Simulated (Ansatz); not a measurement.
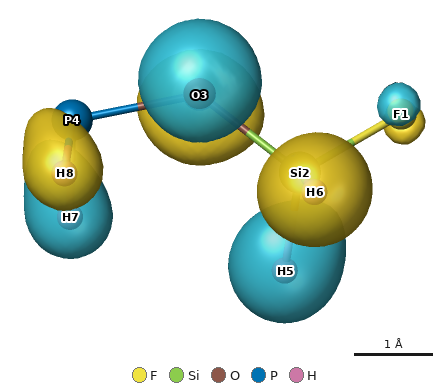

Figure 1: FH$_{4}$OPSi (SMILES F[SiH2]OP). The HOMO−1 at ±0.15 Å⁻³ᐟ² (yellow and cyan are the two phases), seen from one side.

Level of theory: RKS B3LYP-D4/6-31G* in Ansatz 0.2.0.

```xyz
8

F    -1.9336    1.6558   -0.5346
Si   -0.4809    1.2237   -0.0144
O    -0.3019   -0.3851   -0.3436
P     1.0739   -1.3305   -0.3682
H     0.5493    1.9982   -0.7494
H    -0.4163    1.4618    1.4470
H     1.9776   -0.4496   -1.0522
H     1.6477   -0.9843    0.9013
```

**What is the character of this orbital?**

Its weight (Hirshfeld) is mainly on O3 (about 45 %), Si2 (about 15 %), H6 (about 10 %), H5 (about 10 %) and P4 (about 10 %). Its energy is −8.66 eV.
